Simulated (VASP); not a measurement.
Band structure of Pt3Ti (L1_2). Calculation: PBEsol GGA, VASP's PBE PAW potentials (set 64) (plane waves; VASP).

Unless said otherwise, spin-orbit coupling is left out, though it shifts the bands of the heavy elements here.

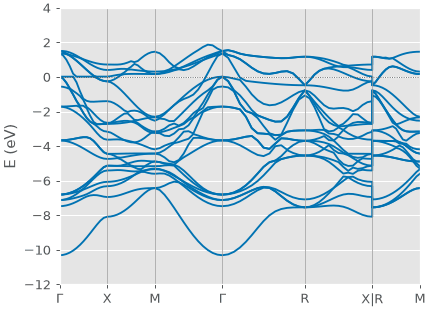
Figure: Bands along high-symmetry lines, zero at the valence-band maximum or, without a gap, the Fermi level

Question: Read the plot: is there a gap, and where are the band edges?

Answer: It has no gap at this level: it comes out as a metal or semimetal. (Edges off the drawn lines would not show.)

The compound is Pt3Ti in the L1_2 structure. It was relaxed first.
